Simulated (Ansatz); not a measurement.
Ga4SbAs3

```yaml
crystal:
  lattice:
    - [-15.38936, 0.00000, -0.06519]
    - [0.00000, 4.13859, 0.00000]
    - [3.35115, 0.00000, -6.32715]
  atoms:
    - { symbol: As, position: [0.99635, 0.00000, 0.32880] }
    - { symbol: As, position: [0.49635, 0.50000, 0.32880] }
    - { symbol: As, position: [0.75002, 0.50000, 0.91506] }
    - { symbol: As, position: [0.25002, 0.00000, 0.91506] }
    - { symbol: Ga, position: [0.81269, 0.00000, 0.13516] }
    - { symbol: Ga, position: [0.31269, 0.50000, 0.13516] }
    - { symbol: Ga, position: [0.56312, 0.50000, 0.72696] }
    - { symbol: Ga, position: [0.06312, 0.00000, 0.72696] }
    - { symbol: As, position: [0.50322, 0.00000, 0.83594] }
    - { symbol: As, position: [0.00322, 0.50000, 0.83594] }
    - { symbol: Sb, position: [0.74934, 0.00000, 0.41877] }
    - { symbol: Sb, position: [0.24934, 0.50000, 0.41877] }
    - { symbol: Ga, position: [0.82010, 0.50000, 0.66594] }
    - { symbol: Ga, position: [0.32010, 0.00000, 0.66594] }
    - { symbol: Ga, position: [0.55515, 0.00000, 0.22336] }
    - { symbol: Ga, position: [0.05515, 0.50000, 0.22336] }
```

Space group Cm; started from the ordered alloy on wurtzite lattice prototype, which need not be the ambient phase.

Theory: DFT, PBE, plane waves, PAW (Ansatz).

Core electrons are frozen (PAW), and the valence fields are smoothed inside the atomic spheres.

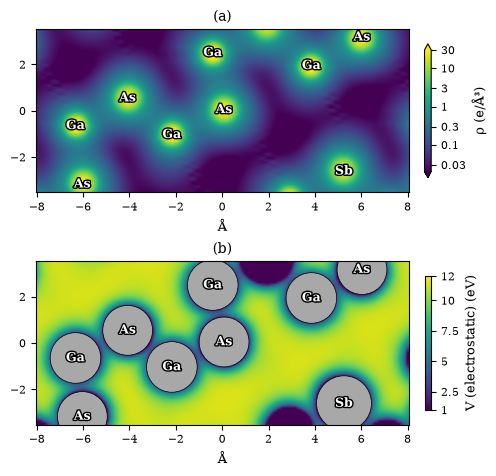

Figure 1. (a) valence electron density; (b) electrostatic potential (local pseudopotential plus Hartree) felt by an electron on the (010) plane of the conventional cell. Grey discs cover the atomic cores in the potential map.

Interpret the plot.

The section cuts through As, Ga and Sb sites.
Ga–As (2.48 Å): ρ at the midpoint is about 0.48 e/Å³.
Ga–As (2.50 Å): ρ is about 0.46 e/Å³ halfway.
Between the atoms the lowest density in this plane is 0.009 e/Å³.
Outside the cores the potential energy rises away from the atoms and is highest about 2.5 Å from the nearest atoms; its zero is arbitrary.

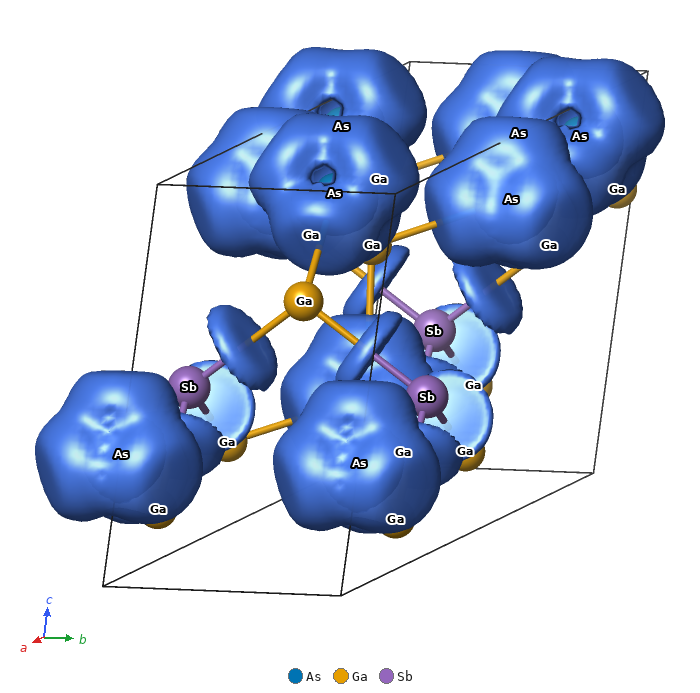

Figure 2. Isosurface of the electron localisation function at 0.6 (blue), seen slightly off an axis. Only the valence region is drawn (cores and ρ < 0.01 e/Å³ removed). Sticks mark near contacts.

Describe the localisation domains.

The ELF exceeds this value in eight regions between bonded Ga–Sb atoms (shared pairs) and six regions on As in which the atom's valence shell and bonds are merged, counted in one cell of 16 atoms. Regions shared between cells count once. Profiles from the grid: Ga–As (2.48 Å): the ELF peaks at about 0.80 between the atoms, as expected for localised, covalent bonding. Ga–Sb (2.61 Å): the ELF peaks at about 0.70 between the atoms.
